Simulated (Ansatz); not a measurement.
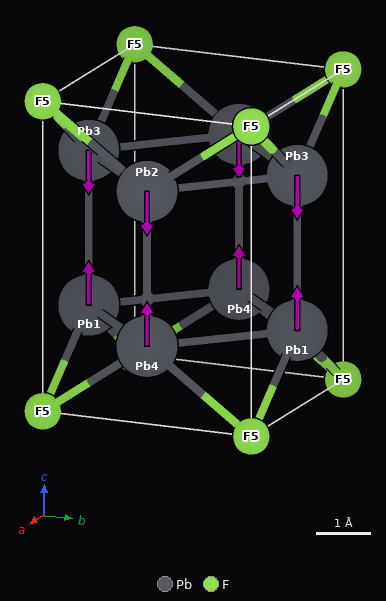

A relaxation of a crystal of Pb₄F (a generated structure, set up in P4/mmm) (coarse preliminary run). The starting structure is drawn; purple arrows show the displacements (the part carried along by the change of the cell is left out), magnified 50 times.

Style: ball-and-stick. Shown: the cell of the calculation, slightly off an axis.

Theory: DFT PBE, scalar-relativistic, plane waves, PAW (Ansatz 0.2.0). Settings: plane-wave cutoff 420 eV; k-point mesh 4 × 4 × 4; occupations gaussian; smearing width 0.1 eV; no spin polarisation; cell and atoms relaxed; force threshold 0.04 eV/Å; at most 70 steps.

Atoms of which element are displaced furthest, and by how much?

Lead: up to 0.018 Å, against 0.000 Å for fluorine.

What happened in the run?

The largest moves relative to the cell, 0.018 Å, are those of Pb1, Pb2, Pb3 and Pb4. Pb1 goes along +c. F stays in place. The volume changes by +31.6 %, with a = b 4.282 → 4.754 Å (+11.0 %), c 6.055 → 6.468 Å (+6.8 %). Near-neighbour distances that change, for instance: Pb1–Pb4 3.028 → 3.361 Å, Pb1–F5 2.622 → 2.885 Å, Pb1–Pb3 3.028 → 3.270 Å, Pb1–Pb3 (another image) 3.028 → 3.198 Å. The space group stays P4/mmm (No. 123). Over 5 accepted moves (7 points after the start) the energy falls by 356 meV per atom. The largest force component goes from 0.61 to 0.0028 eV/Å. Pressure: 20.87 GPa at the start and 0.04 GPa at the end. At 2 points the geometry stayed and the basis and grid were re-selected for the new cell (energy shift of 18.7 meV per atom at most each time). Cost: 52 s on 1 thread of Intel(R) Xeon(R) Platinum 8488C (Sapphire Rapids), with other jobs on the host, peak memory 0.47 GiB.
